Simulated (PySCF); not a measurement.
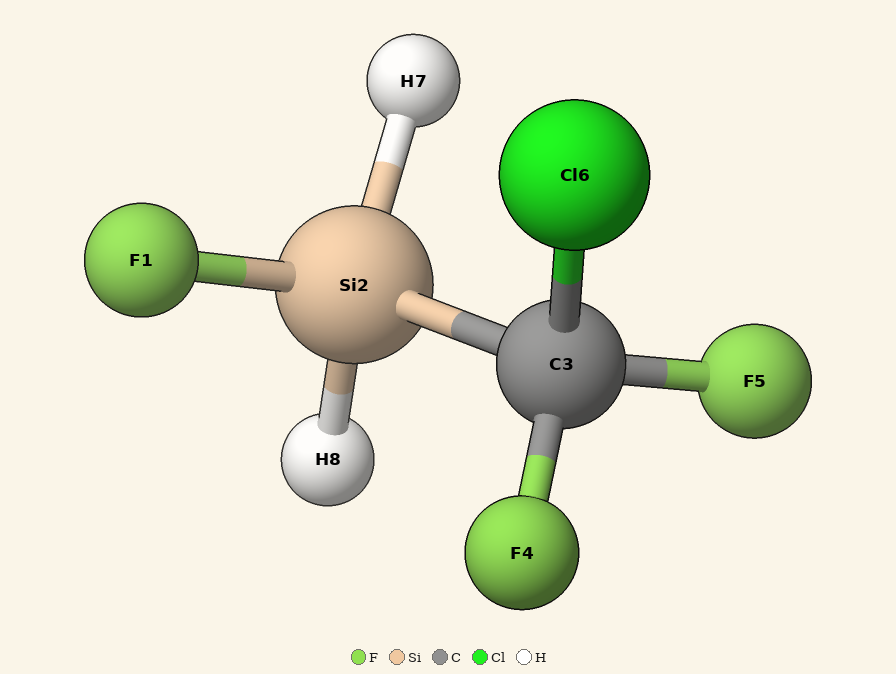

Computed geometry: GFN2-xTB optimisation. No frequency run is at hand to confirm it as a minimum. Method: delta-SCF UKS SCAN, pcX-2 on the ionised atom, pcseg-1 elsewhere, spin-free X2C (PySCF 2.14.0).

Give the core-electron binding energies (to vacuum; p and d levels without spin–orbit splitting) of F1 1s, Si2 1s, Si2 2p, C3 1s, F4 1s, Cl6 1s, Cl6 2p.

```csv
atom,level,binding energy (eV)
F1,1s,693.2
Si2,1s,1848.9
Si2,2p,109.2
C3,1s,296.8
F4,1s,693.8
Cl6,1s,2829.3
Cl6,2p,207.3
```

The geometry is semi-empirical. Around Si such bond lengths and angles can be off by a tenth of an ångström or more and by several degrees, and values that hang on the shape move with them.
